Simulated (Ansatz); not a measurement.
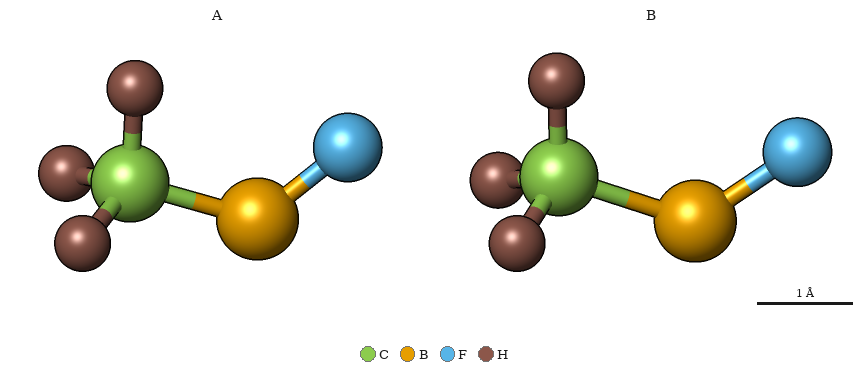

Two geometries of CH$_{3}$BF (multiplicity 2): one is the relaxed structure, the other was perturbed away from it. The picture is a ball-and-stick view, seen at a tilt.

The calculation used Ansatz, UKS PBE0-D4/def2-TZVPP. 

Question: Which is the distorted one, and what does the distortion cost?

Answer: Structure A is the perturbed one. All atoms are moved at random (σ = 0.12 Å) from the PBE0-D4/def2-TZVP minimum. The energy rises by 13.4 kcal/mol. The largest force is 5.4 eV/Å, on the F atom. The forces point partly back along the displacements (cosine −0.50). At other levels of theory the same distortion costs 14.7 kcal/mol (UKS PBE-D4/def2-TZVPP), 13.9 kcal/mol (UKS r2SCAN-D4/def2-TZVPP), 13.7 kcal/mol (UKS wB97M-V/def2-TZVPP), 15.1 kcal/mol (UHF-CCSD(T), frozen core/def2-TZVPP). Some distances before and after: B–C 1.554 → 1.430 Å, B–F 1.311 → 1.226 Å, C–H 1.094 → 1.069 to 1.137 Å. Among the angles between lasting bonds that change: B–C–H 112.9° → 106.3°, H–C–H 109.3° → 103.1°.
